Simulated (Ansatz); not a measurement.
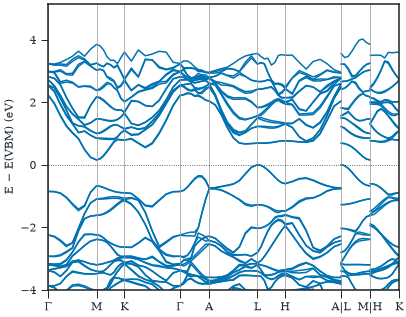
Figure. Band structure from r²SCAN with spin–orbit coupling (plane waves, PAW; program Ansatz)

**Question.** Read off the gap and where the band edges lie.

**Answer.** About 0.2 eV (0.15 eV by a search for the band edges); maximum at L, minimum at M.

The material is Si$_{2}$Mo in space group P6_222 (No. 180; Si on 6j, Mo on 3d).

The first step of the workflow began from a Materials Project structure, measured or hypothetical; the Crystallography Open Database copy checked does not list it. It is not the phase usual at ambient conditions (space group No. 139). The cell was relaxed with r²SCAN under the symmetry of its start; phonons on a q-mesh show no instability. No spin polarisation was allowed.

Potentials: the earlier of the program's two PAW sets.
